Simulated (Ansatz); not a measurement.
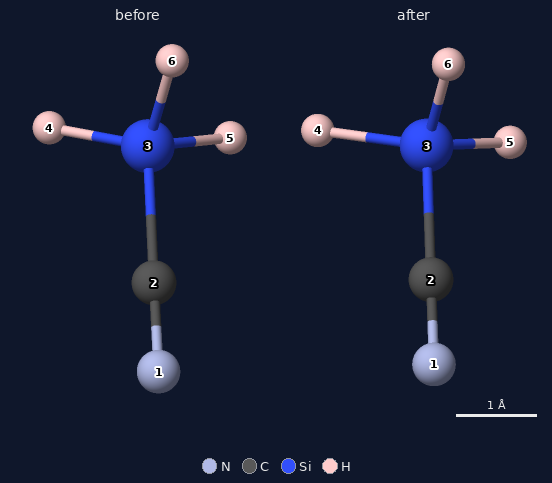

The structure of CH$_{3}$NSi (coarse preliminary run) before (left) and after (right) a relaxation, at one scale.

A ball-and-stick model, seen from a free direction.

The start comes from a force field.

Theory: RKS PBE-D4/def2-SVP in Ansatz 0.2.0.

Input
```yaml
crystal:
  periodic: [false, false, false]
  atoms:
    - {symbol: N, position_ang: [1.163200, -1.988000, 1.101400]}
    - {symbol: C, position_ang: [0.587500, -1.042400, 0.578800]}
    - {symbol: Si, position_ang: [-0.285800, 0.418900, -0.256300]}
    - {symbol: H, position_ang: [-1.370100, -0.000700, -1.029700]}
    - {symbol: H, position_ang: [0.665300, 1.115800, -1.197700]}
    - {symbol: H, position_ang: [-0.718000, 1.432400, 0.757300]}
basis:
  gaussian: {orbitals: def2-SVP}
hamiltonian: {xc: pbe, dispersion: d4}
relax: {f_tol: 0.03, max_steps: 200}
```

Command:
```bash
ansatz run in.yaml --threads 4 --pin off --events-out ev --progress --plain --max-ram 10444MiB
```

> What changed between the two?

Over 4 geometry steps the energy falls by 6.52 kcal/mol. Largest force component: 3.8 eV/Å at the start, 0.011 eV/Å at the end. H4 moves most after the best rigid fit: 0.10 Å. Largest moves by element: H 0.10 Å, N 0.10 Å, C 0.05 Å, Si 0.04 Å. Among the contacts that change: Si3–H4 1.396 → 1.498 Å, N1–C2 1.224 → 1.173 Å, C2–Si3 1.896 → 1.862 Å, Si3–H5 1.509 → 1.498 Å. Bond angles that change, for instance: H4–Si3–H5 106.4° → 111.0°, H5–Si3–H6 107.0° → 111.0°, C2–Si3–H4 111.7° → 107.9°. Cost: 2.2 s on 4 threads of Arm Neoverse V2, with other jobs on the host.
